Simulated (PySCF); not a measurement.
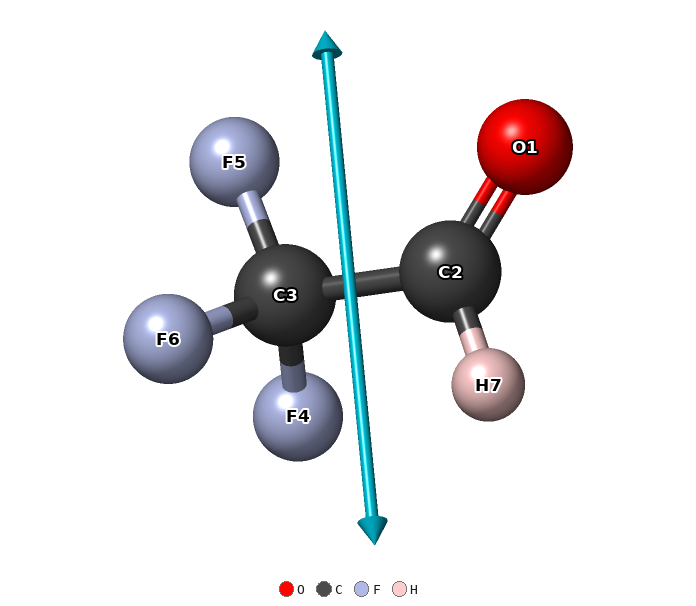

The double arrow shows the direction of the transition dipole to excited singlet state 7 (its length means nothing). Computed geometry: GFN2-xTB optimisation. No frequency run is at hand to confirm it as a minimum. Properties computed with TDDFT PBE0/def2-SVPD, vertical, gas phase, core orbitals frozen in the response (PySCF 2.14.0).

Where does the transition lie, and how strong is it?

Answer. 9.27 eV (134 nm), oscillator strength 0.046, mainly HOMO → LUMO+3 (weight 0.82); transition dipole 1.15 D.
